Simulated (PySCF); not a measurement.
**SiBr⁺: changing the method**

Aim: see what other levels and later steps give for SiBr⁺.

Program: PySCF 2.14.0. Level of theory: method and basis as typed in the scripts. These are calculated values, not measurements.

## 1. The starting structure

SiBr⁺: 2 atoms, charge 1, spin multiplicity 1.

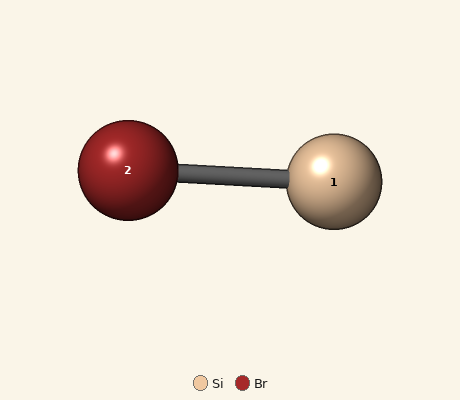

Start geometry, drawn with silicon light orange, bromine red; atoms are numbered from 1 in the order of the file.

## 2. Base script

Contents of input.py:

```python
from pyscf import gto, scf

mol = gto.M(
    atom='Si 0 0 0; Br 0 0 2.213',
    basis='def2-svp',
    charge=1,
    spin=0,
    verbose=3,
)
mf = scf.UHF(mol)
mf.kernel()
mf.stability(internal=True, external=True)
mf.dip_moment()
print('orbital energies (hartree):', [e[max(0, n-3):n+3].round(4) for e, n in zip(mf.mo_energy, mol.nelec)])
```

Command:

```bash
python input.py
```

The log of this run is left out.

In short: E(SCF) = -2860.662894 Eh, internal stable; real -> complex stable; UHF/UKS -> GHF/GKS stable.

The bond length is a typed value, not an optimised one. The dipole of an ion depends on the origin.

## 3. Pw6b95 (UKS)

Run 1 changes functional: none (Hartree–Fock) → pw6b95; SCF type: UHF → UKS; step after the SCF: stability → analyze.

Contents of input.py:

```python
from pyscf import gto, dft

mol = gto.M(
    atom='Si 0 0 0; Br 0 0 2.213',
    basis='def2-svp',
    charge=1,
    spin=0,
    verbose=3,
)
mf = dft.UKS(mol, xc='pw6b95')
mf.kernel()
mf.analyze()
print('orbital energies (hartree):', [e[max(0, n-3):n+3].round(4) for e, n in zip(mf.mo_energy, mol.nelec)])
```

Command:

```bash
python input.py
```

Log:

```text
converged SCF energy = -2864.33090537718  <S^2> = 8.8447294e-10  2S+1 = 1
**** MO energy ****
                             alpha | beta                alpha | beta
MO #1   energy= -483.96000407223   | -483.960004292399  occ= 1 | 1
MO #2   energy= -66.80442493259    | -66.8044247158516  occ= 1 | 1
MO #3   energy= -63.0139678564544  | -63.0139679347857  occ= 1 | 1
MO #4   energy= -56.8012272547186  | -56.8012273412846  occ= 1 | 1
MO #5   energy= -56.800176906127   | -56.8001771334965  occ= 1 | 1
MO #6   energy= -56.8001769061269  | -56.8001771334963  occ= 1 | 1
MO #7   energy= -9.0662686093794   | -9.06626889965569  occ= 1 | 1
MO #8   energy= -6.87438156807401  | -6.87438173583811  occ= 1 | 1
MO #9   energy= -6.86964204052382  | -6.86964250408764  occ= 1 | 1
MO #10  energy= -6.8696420405238   | -6.86964250408764  occ= 1 | 1
MO #11  energy= -5.72733510378545  | -5.72733487058069  occ= 1 | 1
MO #12  energy= -4.06435910395944  | -4.06435869209747  occ= 1 | 1
MO #13  energy= -4.06435910395944  | -4.06435869209747  occ= 1 | 1
MO #14  energy= -4.05954772038829  | -4.05954755598652  occ= 1 | 1
MO #15  energy= -2.95668604903774  | -2.95668624352248  occ= 1 | 1
MO #16  energy= -2.95512376745552  | -2.95512399611664  occ= 1 | 1
MO #17  energy= -2.95512376745552  | -2.95512399611663  occ= 1 | 1
MO #18  energy= -2.95127651315361  | -2.9512768882583   occ= 1 | 1
MO #19  energy= -2.95127465694684  | -2.95127503207144  occ= 1 | 1
MO #20  energy= -1.05652365252386  | -1.05652567690773  occ= 1 | 1
MO #21  energy= -0.748389972229416 | -0.748388861961342 occ= 1 | 1
MO #22  energy= -0.577592097098155 | -0.577592373255684 occ= 1 | 1
MO #23  energy= -0.574635215291778 | -0.574637503441338 occ= 1 | 1
MO #24  energy= -0.574635215291771 | -0.574637503441329 occ= 1 | 1
MO #25  energy= -0.354941569348495 | -0.354939834474955 occ= 0 | 0
MO #26  energy= -0.354941569348492 | -0.354939834474944 occ= 0 | 0
MO #27  energy= -0.231522838439461 | -0.231522463225205 occ= 0 | 0
MO #28  energy= -0.0729036644449477 | -0.0729034125312573 occ= 0 | 0
MO #29  energy= 0.0798751201143779 | 0.0798752643665956 occ= 0 | 0
MO #30  energy= 0.0940099850323209 | 0.0940110455773731 occ= 0 | 0
MO #31  energy= 0.0940099850323265 | 0.0940110455773749 occ= 0 | 0
MO #32  energy= 0.159731622645053  | 0.159734456623874  occ= 0 | 0
MO #33  energy= 0.159735948964476  | 0.159738782679812  occ= 0 | 0
MO #34  energy= 0.169340595787027  | 0.169340130024738  occ= 0 | 0
MO #35  energy= 0.170834561848335  | 0.170835271169925  occ= 0 | 0
MO #36  energy= 0.170834561848378  | 0.170835271169989  occ= 0 | 0
MO #37  energy= 0.306597759025441  | 0.306595746255051  occ= 0 | 0
MO #38  energy= 0.306597801042045  | 0.306595788229721  occ= 0 | 0
MO #39  energy= 0.320356782876636  | 0.320356532218268  occ= 0 | 0
MO #40  energy= 0.373736420358073  | 0.373735432771176  occ= 0 | 0
MO #41  energy= 0.37373642035812   | 0.373735432771232  occ= 0 | 0
MO #42  energy= 0.486773008412349  | 0.486773199701644  occ= 0 | 0
MO #43  energy= 0.505477995446362  | 0.505477296290549  occ= 0 | 0
MO #44  energy= 0.505477995446417  | 0.505477296290608  occ= 0 | 0
MO #45  energy= 0.810785103347485  | 0.810784995496181  occ= 0 | 0
MO #46  energy= 3.17406288092551   | 3.17406133728201   occ= 0 | 0
MO #47  energy= 3.17406523603109   | 3.17406369207735   occ= 0 | 0
MO #48  energy= 3.2204909284023    | 3.22049003334197   occ= 0 | 0
MO #49  energy= 3.22049092840233   | 3.22049003334199   occ= 0 | 0
MO #50  energy= 3.40011604092473   | 3.40011537429557   occ= 0 | 0

To work with the spin densities directly, `use mulliken_meta_spin()` only printing them here.

 ** Mulliken spin pop alpha/beta on meta-lowdin orthogonal AOs **
 ** Mulliken Spin Density (per atom)  **
spin density of  0 Si =      0.00003
spin density of  1 Br =     -0.00003
 ** Mulliken pop alpha/beta on meta-lowdin orthogonal AOs **
 ** Mulliken atomic charges   ( Nelec_alpha | Nelec_beta ) **
charge of  0Si =      0.86990  (     6.56507      6.56504 )
charge of  1Br =      0.13010  (    17.43493     17.43496 )

WARN: System has nonzero charge 1; the dipole moment is origin-dependent.
Location of origin: [0. 0. 0.]

Dipole moment(X, Y, Z, Debye): -0.00000, -0.00000,  2.29790
orbital energies (hartree): [array([-0.5776, -0.5746, -0.5746, -0.3549, -0.3549, -0.2315]), array([-0.5776, -0.5746, -0.5746, -0.3549, -0.3549, -0.2315])]
```

Run time: 5.2 s. Hardware: 1 thread, shared host.

Result: E(SCF) = -2864.330905 Eh.

## 4. Geometry optimisation

Run 2 changes step after the SCF: stability → optimize.

Contents of input.py:

```python
from pyscf import gto, scf
from pyscf.geomopt.geometric_solver import optimize

mol = gto.M(
    atom='Si 0 0 0; Br 0 0 2.213',
    basis='def2-svp',
    charge=1,
    spin=0,
    verbose=3,
)
mf = scf.UHF(mol)
mf.kernel()
mol_eq = optimize(mf, maxsteps=30)
print('optimised geometry (angstrom)')
print(mol_eq.tostring('raw'))
print('orbital energies (hartree):', [e[max(0, n-3):n+3].round(4) for e, n in zip(mf.mo_energy, mol.nelec)])
```

Command:

```bash
python input.py
```

Log:

```text
converged SCF energy = -2860.66289386125  <S^2> = 3.7111647e-11  2S+1 = 1
input.py

Current date and time:

#|     Arguments passed to driver run_optimizer():      |#
logIni                    <dir>
maxiter                   30
----------------------------------------------------------
Custom engine selected.
Bonds will be generated from interatomic distances less than 1.20 times sum of covalent radii
6 internal coordinates being used (instead of 6 Cartesians)
Internal coordinate system (atoms numbered from 1):
Distance 1-2
Translation-X 1-2
Translation-Y 1-2
Translation-Z 1-2
Rotation-A 1-2
Rotation-B 1-2
Rotation-C 1-2
> ===== Optimization Info: ====
> Job type: Energy minimization
> Maximum number of optimization cycles: 30
> Initial / maximum trust radius (Angstrom): 0.100 / 0.300
> Convergence Criteria:
> Will converge when all 5 criteria are reached:
>  |Delta-E| < 1.00e-06
>  RMS-Grad  < 3.00e-04
>  Max-Grad  < 4.50e-04
>  RMS-Disp  < 1.20e-03
>  Max-Disp  < 1.80e-03
> === End Optimization Info ===

Geometry optimization cycle 1
Cartesian coordinates (Angstrom)
 Atom        New coordinates             dX        dY        dZ
  Si   0.000000   0.000000   0.000000    0.000000  0.000000  0.000000
  Br   0.000000   0.000000   2.213000    0.000000  0.000000  0.000000

WARN: Mole.unit (angstrom) is changed to Bohr

converged SCF energy = -2860.66289386126  <S^2> = 1.1791457e-11  2S+1 = 1
--------------- UHF_Scanner gradients ---------------
         x                y                z
0 Si     0.0000000000    -0.0000000000    -0.0369912175
1 Br    -0.0000000000     0.0000000000     0.0369912175
----------------------------------------------
cycle 1: E = -2860.66289386  dE = -2860.66  norm(grad) = 0.0523135
Step    0 : Gradient = 3.699e-02/3.699e-02 (rms/max) Energy = -2860.6628938613
Hessian Eigenvalues: 5.00000e-02 5.00000e-02 5.00000e-02 ... 5.00000e-02 5.00000e-02 1.83551e-01

Geometry optimization cycle 2
Cartesian coordinates (Angstrom)
 Atom        New coordinates             dX        dY        dZ
  Si  -0.000000   0.000000   0.053323   -0.000000  0.000000  0.053323
  Br   0.000000  -0.000000   2.159677    0.000000 -0.000000 -0.053323
converged SCF energy = -2860.66671749208  <S^2> = 0  2S+1 = 1
--------------- UHF_Scanner gradients ---------------
         x                y                z
0 Si     0.0000000000    -0.0000000000     0.0020913818
1 Br    -0.0000000000     0.0000000000    -0.0020913818
----------------------------------------------
cycle 2: E = -2860.66671749  dE = -0.00382363  norm(grad) = 0.00295766
Step    1 : Displace = 5.332e-02/5.332e-02 (rms/max) Trust = 1.000e-01 (=) Grad = 2.091e-03/2.091e-03 (rms/max) E (change) = -2860.6667174921 (-3.824e-03) Quality = 1.026
Hessian Eigenvalues: 5.00000e-02 5.00000e-02 5.00000e-02 ... 5.00000e-02 5.00000e-02 1.93928e-01

Geometry optimization cycle 3
Cartesian coordinates (Angstrom)
 Atom        New coordinates             dX        dY        dZ
  Si  -0.000000   0.000000   0.050469   -0.000000  0.000000 -0.002853
  Br   0.000000  -0.000000   2.162531    0.000000 -0.000000  0.002853
converged SCF energy = -2860.66672606518  <S^2> = -2.1316282e-14  2S+1 = 1
--------------- UHF_Scanner gradients ---------------
         x                y                z
0 Si    -0.0000000000    -0.0000000000    -0.0004910617
1 Br     0.0000000000     0.0000000000     0.0004910617
----------------------------------------------
cycle 3: E = -2860.66672607  dE = -8.5731e-06  norm(grad) = 0.000694466
Step    2 : Displace = 2.853e-03/2.853e-03 (rms/max) Trust = 1.414e-01 (+) Grad = 4.911e-04/4.911e-04 (rms/max) E (change) = -2860.6667260652 (-8.573e-06) Quality = 0.760
Hessian Eigenvalues: 5.00000e-02 5.00000e-02 5.00000e-02 ... 5.00000e-02 5.00000e-02 2.39463e-01

Geometry optimization cycle 4
Cartesian coordinates (Angstrom)
 Atom        New coordinates             dX        dY        dZ
  Si  -0.000000   0.000000   0.051012    0.000000  0.000000  0.000543
  Br   0.000000  -0.000000   2.161988   -0.000000 -0.000000 -0.000543
converged SCF energy = -2860.66672657394  <S^2> = -1.0658141e-14  2S+1 = 1
--------------- UHF_Scanner gradients ---------------
         x                y                z
0 Si    -0.0000000000     0.0000000000    -0.0000037533
1 Br     0.0000000000    -0.0000000000     0.0000037533
----------------------------------------------
cycle 4: E = -2860.66672657  dE = -5.08755e-07  norm(grad) = 5.30796e-06
Step    3 : Displace = 5.426e-04/5.426e-04 (rms/max) Trust = 2.000e-01 (+) Grad = 3.753e-06/3.753e-06 (rms/max) E (change) = -2860.6667265739 (-5.088e-07) Quality = 1.010
Hessian Eigenvalues: 5.00000e-02 5.00000e-02 5.00000e-02 ... 5.00000e-02 5.00000e-02 2.39463e-01
Converged! =D

    #| If this code has benefited your research, please support us by citing: |#
    #| Wang, L.-P.; Song, C.C. (2016) "Geometry optimization made simple with |#
    #| translation and rotation coordinates", J. Chem, Phys. 144, 214108.     |#
    #|                                     |#
optimised geometry (angstrom)
Si         -0.00000000        0.00000000        0.05101203
Br          0.00000000       -0.00000000        2.16198797
orbital energies (hartree): [array([-0.668 , -0.668 , -0.6647, -0.239 , -0.239 , -0.1032]), array([-0.668 , -0.668 , -0.6647, -0.239 , -0.239 , -0.1032])]
```

It took 5.8 s on 1 thread, shared host.

Result: at the starting geometry E(SCF) = -2860.662894 Eh (no change), optimised bond 2.111 Å in 4 steps; the optimisation lowers the energy by 0.104 eV.

The steps of the relaxation:

```csv
step,energy from step 1 (hartree)
1,0.000000
2,-0.003824
3,-0.003832
4,-0.003833
```

The bond:

```csv
bond,before (Å),after (Å),change (Å)
Si1–Br2,2.213,2.111,-0.102
```

## 5. Gradient

Run 3 changes step after the SCF: stability → gradient.

input.py, as its differences from that of step 2:

```diff
@@ -11,3 +11,3 @@
 mf.kernel()
-mf.stability(internal=True, external=True)
+mf.nuc_grad_method().kernel()
 mf.dip_moment()
```

Command:

```bash
python input.py
```

Log:

```text
converged SCF energy = -2860.66289386125  <S^2> = 3.7111647e-11  2S+1 = 1
--------------- UHF gradients ---------------
         x                y                z
0 Si     0.0000000000    -0.0000000000    -0.0369912167
1 Br    -0.0000000000     0.0000000000     0.0369912167
----------------------------------------------

WARN: System has nonzero charge 1; the dipole moment is origin-dependent.
Location of origin: [0. 0. 0.]

Dipole moment(X, Y, Z, Debye):  0.00000,  0.00000,  1.59634
orbital energies (hartree): [array([-0.668 , -0.668 , -0.6647, -0.239 , -0.239 , -0.1032]), array([-0.668 , -0.668 , -0.6647, -0.239 , -0.239 , -0.1032])]
```

Run time: 2 s. Hardware: 1 thread, shared host.

This run: E(SCF) = -2860.662894 Eh (no change), gradient on the second atom 0.0370 Eh/bohr.

## 6. Side by side

```csv
run,E(SCF) (hartree),from base (eV),gap (eV),after the SCF
base,-2860.662894,0,11.58,stable
pw6b95 (UKS),-2864.330905,not comparable,5.98,n/a
geometry optimisation,-2860.662894,0.0000,11.58,"bond 2.111 Å, -0.104 eV"
gradient,-2860.662894,0.0000,11.58,n/a
```

SCF columns refer to the geometry typed in the script.

Wall time on 1 thread, shared host, start-up included: base 2.2 s; pw6b95 (UKS) 5.2 s; geometry optimisation 5.8 s; gradient 2 s.

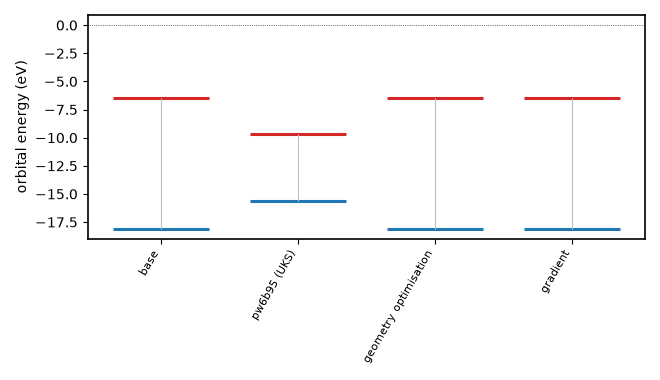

Highest filled (blue) and lowest empty (red) level of each run.

In words: A lower total energy from another functional means nothing by itself.
